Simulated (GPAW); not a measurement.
Band structure of K3Al (Pm-3m, 4 atoms in the cell).

```
K3Al
1.0
    5.77187     0.00000     0.00000
    0.00000     5.77187     0.00000
    0.00000     0.00000     5.77187
K Al
3 1
Direct
  0.00000   0.50000   0.50000
  0.50000   0.00000   0.50000
  0.50000   0.50000   0.00000
  0.00000   0.00000   0.00000
```

Method: PBEsol, GPAW PAW datasets PBEsol (made by gpaw-setup) (plane waves; GPAW).

Settings: mode = pw; ecut = 600 eV; xc = PBEsol; kpts = 5 5 5; mesh shift (steps) = 0 0 0; occupations.name = fermi-dirac; occupations.width = 0.05 eV; nbands = -12; convergence.density = 1e-05 e/electron; convergence.energy = 1e-05 eV/electron; symmetry.symmorphic = false; symmetry.tolerance = 0.0005; maxiter = 120; bandpath_npoints = 40.

The starting cell comes from a database of computed structures (which also holds hypothetical and non-ambient phases and stackings), without a prior relaxation at this level.

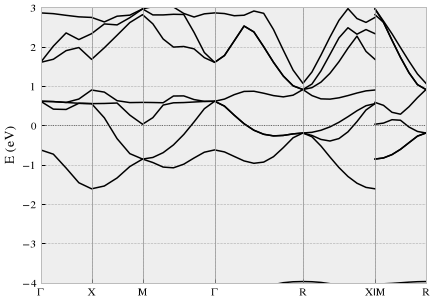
Figure: Bands along the path, energies from the Fermi level.

Levels in eV from the Fermi level, bands 12 to 19:
```json
[
 {"point": "Γ", "12": "-15.07", "13": "-4.58", "14": "-0.62", "15": "0.61", "16": "0.61", "17": "0.61", "18": "1.60", "19": "1.60"},
 {"point": "X", "12": "-15.08", "13": "-4.23", "14": "-1.61", "15": "0.55", "16": "0.55", "17": "0.90", "18": "1.68", "19": "2.33"},
 {"point": "M", "12": "-15.03", "13": "-4.03", "14": "-0.86", "15": "-0.86", "16": "0.03", "17": "0.58", "18": "2.82", "19": "2.96"},
 {"point": "R", "12": "-15.03", "13": "-3.97", "14": "-0.19", "15": "-0.19", "16": "-0.19", "17": "0.91", "18": "0.91", "19": "0.91"}
]
```

Bands cross the Fermi level along this path, so the cell is metallic at this level.
